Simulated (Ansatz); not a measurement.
In doubt: one-shot GW on d or f shells is unsure (in some of the runs), so the values of those runs are not to be relied on.

The crystal is Cs2AgBiBr6 (Fm-3m).

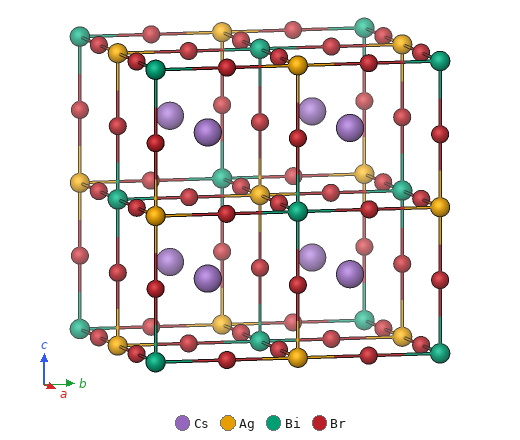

The structure (caesium purple, silver orange, bismuth teal, bromine red). Some periodic images of atoms are drawn too.

```
Cs Ag Bi Br
1.0
     0.00000    5.74415    5.74415
     5.74415    0.00000    5.74415
     5.74415    5.74415    0.00000
Cs Ag Bi Br
2 1 1 6
Cartesian
  8.6162 8.6162 8.6162
  2.8721 2.8721 2.8721
  5.7441 5.7441 5.7441
  0.0000 0.0000 0.0000
  2.8813 5.7441 5.7441
  5.7441 5.7441 2.8813
  8.6070 5.7441 5.7441
  5.7441 2.8813 5.7441
  5.7441 8.6070 5.7441
  5.7441 5.7441 8.6070
```

The cell and positions are those that the Materials Project relaxed with its own functionals (PBE, PBE+U or r2SCAN), kept fixed. Spin-orbit coupling is left out unless a run names it.

Gaps computed with Ansatz 0.2.0 without a self-energy: LDA 1.18 eV, PBE 1.34 eV, PBE+SOC 1.11 eV, r2SCAN 1.74 eV and PBE0 2.89 eV.

Q: What gap should G0W0 on PBE give (2×2×2 mesh, 993 empty bands, screening to 110 eV, PAW set soft_1 files)?

About 2.31 eV: on its mesh the run moves the gap from 1.31 eV by +1.00 eV. Among the scalar-relativistic levels given, r2SCAN is nearest (−0.57 eV). Spin-orbit coupling is not in that value; its −0.23 eV at the PBE level would bring it to about 2.08 eV. Bands and cutoff are finite, so the gap is not at the basis limit. The miss can reach some tenths of an eV and take either sign; the mesh is an error of its own. The 2×2×2 mesh is coarse for this cell (its supercell is 16 Å along the shortest edge). The RPA ε∞ on it, from the PBE start, is 5.52; such meshes misread the long-range screening, most where the gap is narrow. Where an edge is built on 6p states of lead, bismuth or thallium, scalar-relativistic gaps usually stand too wide, by a few tenths to over one eV. A d shell, filled or nearly so, lies near the gap. One-shot GW converges very slowly in bands there, not always from below, and on a semilocal start the gap tends to come out low; starts rich in exact exchange can overshoot instead. The many-body steps are scalar-relativistic: spin-orbit coupling is not in them.

[Paths, hosts, dates, memory and timing lines, banners, echoed tables and standing remarks are left out of the program output.]

[Logs are printed without paths, hosts, clocks, repeated set-up lines and the standing remarks that a program may print on its own settings, such as how far it seeks lower states.]

[Runs of the session that timed out or met a known fault of the program may be left out.]

[Cells called generated may have been cut or substituted from an entry of the Crystallography Open Database or the Materials Project.]

[Hosts, paths, dates, database ids (printed as entryN), source tags and the programs' standing remarks are cut or masked in the printed files.]
